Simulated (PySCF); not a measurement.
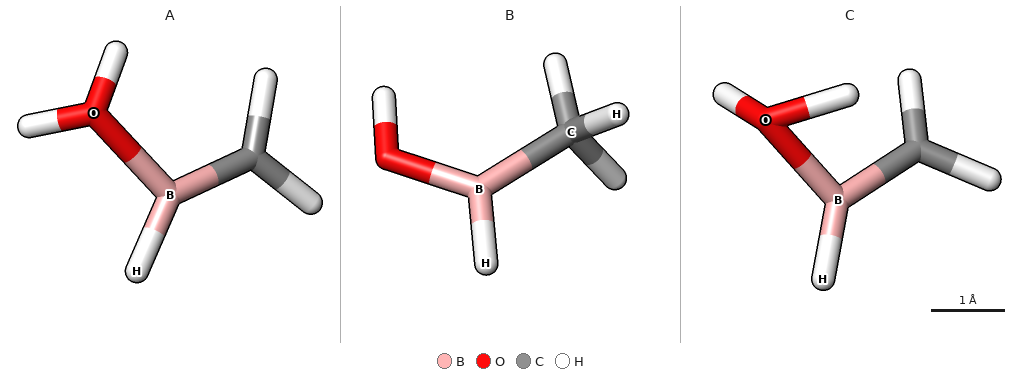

Three geometries of CH₅BO: a saddle point and the two minima that it joins, in shuffled order. Style: stick. Shown at a tilt. Sticks join atoms that are closer than about 1.2 times the sum of their covalent radii (a little more with hydrogen).

Stationary points at PBE0-D4/def2-TZVP, single-point energies with CCSD(T)/CBS, BHLYP-D4, SPW92 (LDA), wB97M-V (def2-TZVPP where no basis is named; PySCF 2.14.0). The energies are electronic, without zero-point or thermal terms, and both ends are the minima reached downhill from the saddle, with any fragments still in contact. CCSD(T)/CBS stands for a frozen-core estimate: MP2 correlation extrapolated from def2-TZVPP and def2-QZVPP, CCSD(T) minus MP2 from the smaller set.

Question: Which frame is the transition state, what reaction does it lead through, and what barrier is to be expected?

Answer: Frame C is the saddle point. Counted by bonded pieces, B holds CH₅BO and A holds CH₃B + H₂O. From B over the saddle to A, a bond forms: H–O (3.28 → 1.18 → 0.97 Å). Bonds break: B–O (1.35 → 1.57 → 1.62 Å), C–H (1.10 → 1.58 → 2.48 Å). The saddle has one imaginary mode, 1469i cm⁻¹. With CCSD(T)/CBS the barrier is 3.54 eV from B and 0.73 eV from A, and A lies 2.81 eV above B.

```tsv
level	barrier from B (eV)	barrier from A (eV)	A less B (eV)
CCSD(T)/CBS	3.54	0.73	2.81
BHLYP-D4	3.79	0.81	2.98
SPW92 (LDA)	3.04	0.34	2.70
wB97M-V	3.50	0.67	2.84
```

Against CCSD(T)/CBS, wB97M-V comes closest on the barrier from B (−0.03 eV) and SPW92 (LDA) misses most (−0.50 eV).
